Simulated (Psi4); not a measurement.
# C2H2ClSi (SMILES [C]#C[SiH2]Cl): UBLYP/6-311+G(d,p)

What is the vertical electron affinity of C2H2ClSi at UBLYP/6-311+G**? 

The results are computed with Psi4 1.11.

1 further run of the same task is left out (set aside as unsound or not needed).

**1. The molecule**

C2H2ClSi: 6 atoms, total charge 0, spin state doublet. As SMILES, `[C]#C[SiH2]Cl`. The coordinates come from a PBE0-D4/def2-TZVP relaxation.

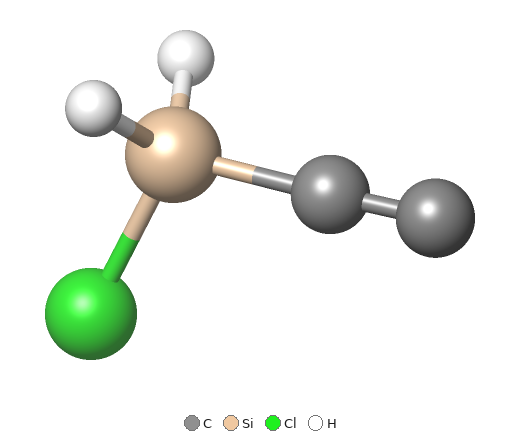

Viewed from a chosen angle; carbon grey, silicon light orange, chlorine green, hydrogen white.

**2. A single-point energy at UBLYP/6-311+G(d,p)**

File job.dat:

```
memory 1600 mb

molecule {
  0 2
  C      1.64103817    -3.89132404     2.15126422
  C      0.89384046    -1.98572421     1.12438704
  Si    -0.16005980     0.91727306    -0.38928358
  Cl    -3.39300326     0.21769645    -2.38842485
  H      1.81319222     1.79675160    -2.15731134
  H     -0.71563928     2.82457364     1.57206316
  units bohr
  symmetry c1
}

set globals {
  basis                6-311+G**
  reference            uks
  puream               true
  e_convergence        1e-09
  d_convergence        1e-08
  scf_type             pk
  dft_radial_points    99
  dft_spherical_points 590
  maxiter              200
}

e, wfn = energy("blyp", return_wfn=True)
print_variables()
```

On the command line:

```
$ psi4 job.dat job.out -n 1
```

job.out, shortened:

```text
[...]
  Running in c1 symmetry.
[...]
  Nuclear repulsion =  166.882499144287664
[...]
  Multiplicity = 2
[...]
  Nalpha       = 23
  Nbeta        = 22
[...]
    Number of basis functions: 116
[...]
   @UKS iter   1:  -826.18045288517828    3.34734e-01   8.78204e-03 DIIS/ADIIS
[...]
   @UKS iter  22:  -826.97902024674590   -3.86535e-12   3.42368e-09 DIIS
[...]
   @S^2 Observed:                7.637533861E-01
[...]
    Orbital Energies [Eh]
    ---------------------
    Alpha Occupied:
       1A   -100.760554     2A    -65.508129     3A     -9.979462
       4A     -9.925300     5A     -9.190265     6A     -7.022169
       7A     -7.015300     8A     -7.014665     9A     -5.109807
      10A     -3.529611    11A     -3.526895    12A     -3.525061
      13A     -0.769035    14A     -0.704940    15A     -0.533681
      16A     -0.410727    17A     -0.368083    18A     -0.360284
      19A     -0.344400    20A     -0.297774    21A     -0.291677
      22A     -0.281962    23A     -0.277403
    Alpha Virtual:
      24A     -0.070961    25A     -0.051436    26A     -0.020429
[...]
  @UKS Final Energy:  -826.97902024674590
   => Energetics <=
    Nuclear Repulsion Energy =            166.8824991442876637
    One-Electron Energy =               -1471.3451210251523662
    Two-Electron Energy =                 538.1384565421793695
    DFT Exchange-Correlation Energy =     -60.6548549080606989
    Empirical Dispersion Energy =           0.0000000000000000
    VV10 Nonlocal Energy =                  0.0000000000000000
    Total Energy =                       -826.9790202467459039
[...]
 Multipole Moments:
 ------------------------------------------------------------------------------------
     Multipole            Electronic (a.u.)      Nuclear  (a.u.)        Total (a.u.)
 ------------------------------------------------------------------------------------
 L = 1.  Multiply by 2.5417464519 to convert [e a0] to [Debye]
 Dipole X            :         -2.4298694            2.7209990            0.2911296
 Dipole Y            :         -2.0817201            2.3879521            0.3062319
 Dipole Z            :         -1.0730498            1.1872842            0.1142344
 Magnitude           :                                                    0.4377030
[...]
```

Wall time 61 s (1 thread of Intel Xeon Platinum 8488C (Sapphire Rapids), shared host); peak memory 0.69 GiB.

**3. The singlet anion: energy and gradient at BLYP/6-311+G(d,p)**

File c2h2clsi.in:

```
memory 1600 MB

molecule mol {
  -1 1
  C      0.868400    -2.059200     1.138400
  C      0.473000    -1.050800     0.595000
  Si    -0.084700     0.485400    -0.206000
  Cl    -1.795500     0.115200    -1.263900
  H      0.959500     0.950800    -1.141600
  H     -0.378700     1.494700     0.831900
  symmetry c1
  no_reorient
  no_com
}

set puream true
set e_convergence 1e-09
set d_convergence 1e-08
set scf_type pk
set dft_radial_points 99
set dft_spherical_points 590

E, wfn = gradient('blyp/6-311+G**', return_wfn=True)
oeprop(wfn, 'WIBERG_LOWDIN_INDICES', 'LOWDIN_CHARGES', 'MAYER_INDICES')
```

On the command line:

```
$ psi4 c2h2clsi.in c2h2clsi.out -n 1
```

c2h2clsi.out, shortened:

```text
[...]
  Running in c1 symmetry.
[...]
  Nuclear repulsion =  166.882499206048294
[...]
  Multiplicity = 1
[...]
  Nalpha       = 23
  Nbeta        = 23
[...]
    Number of basis functions: 116
[...]
   @RKS iter   1:  -826.49358235485386    2.16044e-02   8.73520e-03 DIIS/ADIIS
[...]
   @RKS iter  14:  -827.10557815165282   -2.72848e-12   3.60235e-09 DIIS
[...]
  @RKS Final Energy:  -827.10557815165282
   => Energetics <=
    Nuclear Repulsion Energy =            166.8824992060482941
    One-Electron Energy =               -1480.1543394790066941
    Two-Electron Energy =                 547.0654673853659915
    DFT Exchange-Correlation Energy =     -60.8992052640604840
    Empirical Dispersion Energy =           0.0000000000000000
    VV10 Nonlocal Energy =                  0.0000000000000000
    Total Energy =                       -827.1055781516528214
[...]
 Multipole Moments:
 ------------------------------------------------------------------------------------
     Multipole            Electronic (a.u.)      Nuclear  (a.u.)        Total (a.u.)
 ------------------------------------------------------------------------------------
 L = 1.  Multiply by 2.5417464519 to convert [e a0] to [Debye]
 Dipole X            :         42.9722086          -43.6150679           -0.6428593
 Dipole Y            :         17.1111442          -14.0983018            3.0128425
 Dipole Z            :         25.7502096          -26.9845332           -1.2343236
 Magnitude           :                                                    3.3187411
[...]
  -Total Gradient:
     Atom            X                  Y                   Z
    ------   -----------------  -----------------  -----------------
       1       -0.028219878767     0.071036523583    -0.038541580157
       2        0.031322623357    -0.084303664612     0.044293256192
       3       -0.036236385855     0.035626806220    -0.034375038249
       4        0.028869492749    -0.001843322053     0.020078257360
       5       -0.000055214439    -0.009369993948     0.007503411212
       6        0.004321125098    -0.011135487403     0.001039703030
[...]
```

It took 36 s on 1 thread of Intel Xeon Platinum 8488C (Sapphire Rapids), shared host; peak memory 0.68 GiB.

**4. What came out**

Level: UBLYP/6-311+G**.

| quantity | value |
| --- | --- |
| doublet C2H2ClSi: total energy | -826.97902 Eh |
| doublet C2H2ClSi: dipole moment | 1.11 D |
| doublet C2H2ClSi: HOMO energy (highest over α and β) | -7.29 eV |
| doublet C2H2ClSi: LUMO energy (lowest over α and β) | -6.60 eV |
| doublet C2H2ClSi: ⟨S²⟩ | 0.764 |
| singlet anion: total energy | -827.10558 Eh |
| singlet anion: HOMO energy | -0.20 eV |
| singlet anion: LUMO energy | 2.78 eV |
| singlet anion: HOMO–LUMO gap (to an unbound level, set by the basis) | 2.98 eV |
| singlet anion: largest force on an atom | 5.155 eV/Å |
| vertical electron affinity (to the singlet anion) | 3.444 eV |

What this shows: At fixed nuclei the extra electron is bound by 3.44 eV (332 kJ/mol).
